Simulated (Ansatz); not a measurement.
# Energy against volume for W3N4 (space group Pm-3m)

W3N4 (space group Pm-3m)

Space group Pm-3m (No. 221); a = b = c = 4.1792 Å, α = β = γ = 90.00°

```json
[
 {"atom": "N", "site": "1b", "symmetry": "m-3m", "x": "0.5000", "y": "0.5000", "z": "0.5000"},
 {"atom": "N", "site": "3d", "symmetry": "4/mm.m", "x": "0.0000", "y": "0.0000", "z": "0.5000"},
 {"atom": "W", "site": "3c", "symmetry": "4/mm.m", "x": "0.0000", "y": "0.5000", "z": "0.5000"}
]
```

The volume is varied about the relaxed value V₀ at fixed cell shape. Symmetry pins the atoms to their sites.

The numbers are results of PBEsol (plane waves to 420 eV, PAW, scalar-relativistic; Ansatz, a program for electronic structure), not measurements. k mesh 11×11×11 (Γ-centred), Fermi-Dirac smearing 0.05 eV. The energy includes the smearing's −TS. Spin-orbit coupling is left out, though W is heavy. W3N4 is run without spin polarisation. W3N4 was relaxed with its symmetry unable to fall. ΔE is measured from the relaxed starting cell.

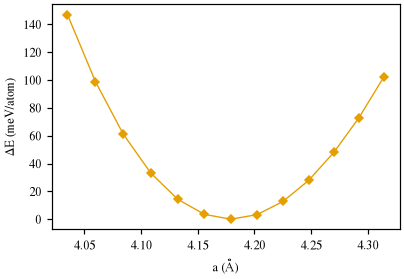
*ΔE (meV/atom) against a (Å); computed points joined by lines.*

The pressure derivative B₀′ (fit) is 4.5 and the equilibrium volume of the fit is 10.43 Å³/atom. The pressure for 5 % compression (fit) is 21.5 GPa and the pressure at the smallest volume is 49.7 GPa. The energy cost of the largest expansion is 102 meV/atom.

P = (3B₀/2)(x⁷ − x⁵)[1 + ¾(B₀′ − 4)(x² − 1)] with x = (1/0.95)^(1/3), B₀ = 373 GPa and B₀′ = 4.45.

(Under strain, the slope of the energy per volume gives the stress and its curvature an elastic modulus.)
